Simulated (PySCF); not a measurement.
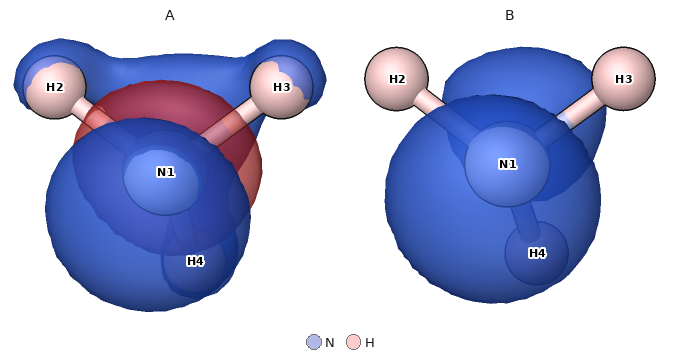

Figure. H3N, SMILES `N`. The Fukui function f⁻ from two separate SCF calculations and the density of the HOMO, at ±0.1 e/Å³ (blue positive, red negative).

Method: ωB97X/def2-TZVP; geometry: GFN2-xTB; program: PySCF. No frequency check shows the geometry to be a minimum.

Cartesian coordinates (Å):

```
N1       0.0000   -0.0000    0.1100
H2       0.8717   -0.3620   -0.2568
H3      -0.7495   -0.5738   -0.2567
H4      -0.1223    0.9360   -0.2567
```

> Which panel is which, and how good is the frozen-orbital picture?

A is f⁻ (it has negative regions), B the HOMO density. The HOMO lies on N1 (79 %) and H2, H3 and H4 (7 % each); f⁻ (Hirshfeld-condensed) is largest on N1 (0.54); the vertical ionisation energy is 10.78 eV. Relaxation shifts 25 % of the electron between atoms. The orbital energy is −10.13 eV.
